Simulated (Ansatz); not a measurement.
# Work function of Ag by crystal face

Does the work function of Ag follow how densely a face is packed, and which functional comes nearest to experiment?

Measured values are compiled ones, as quoted in “Anisotropic work function of elemental crystals” (2019, arxiv:1902.07811).

**Method.** Ansatz 0.2.0, plane waves with PAW datasets (its set soft_2) at their recommended cutoffs; symmetric slabs of 7 layers (11 for bcc (111)) cut at the tabulated experimental lattice constant, atoms at bulk places, 18 Å of vacuum, k-spacing 0.16 Å⁻¹ (2π included), Fermi-Dirac smearing of 0.1 eV, SCF threshold 1e-9 eV; spin-polarised where the metal is Fe, Co or Ni. The work function is the vacuum level less the Fermi level; differences are formed before rounding.

Results:

| face | atoms per nm² | LDA (eV) | PBEsol (eV) | r2SCAN (eV) | PBE (eV) | RPBE (eV) | PBE, relaxed (eV) | measured (eV) |
| --- | --- | --- | --- | --- | --- | --- | --- | --- |
| (111) | 13.8 | 4.87 | 4.58 | 4.41 | 4.45 | 4.25 | 4.49 | 4.53 |
| (100) | 12.0 | 4.72 | 4.42 | 4.25 | 4.30 | 4.09 | 4.29 | 4.36 |
| (110) | 8.5 | 4.54 | 4.24 | 4.05 | 4.12 | 3.92 | 4.12 | 4.1 |

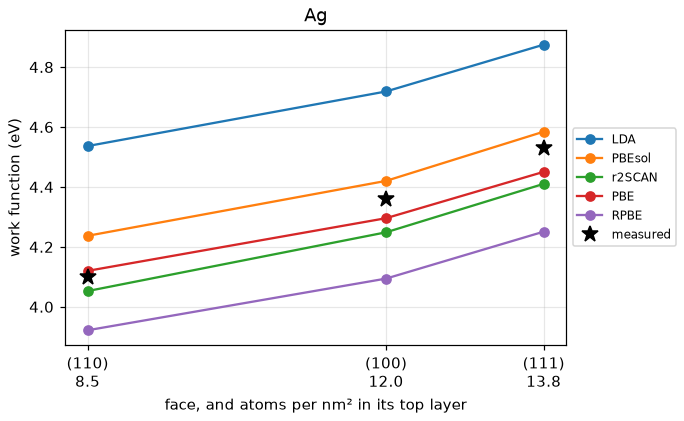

Work function against the density of the top layer.

What this shows: With PBE the work function runs from 4.45 eV on (111) to 4.12 eV on (110). It falls with the atom density, as Smoluchowski smoothing would have it: on an open face electrons flow from the ridges into the troughs, which weakens the surface dipole. All functionals in the table give the same order. LDA lies 0.42 eV above PBE. With the layers relaxed PBE misses the measured values by 0.02 to 0.07 eV. Against the 3 measured values on unreconstructed faces, PBE comes nearest (mean absolute error 0.05 eV). PBEsol and r2SCAN are within 0.1 eV of PBE's error, inside the spread of measured values. For (111), (100) and (110) the measured order is the one that PBE gives. Relaxing all layers with PBE (forces under 0.01 eV/Å) moves the values by 0.00 to +0.04 eV.

**Limits.** Slabs this thin leave size errors that can reach a tenth of an eV or more. Compiled measured values differ between sources by a tenth of an eV or more. The functionals share one unrelaxed geometry at the tabulated experimental lattice constant; the relaxed column keeps that in-plane lattice, which is not PBE's own.
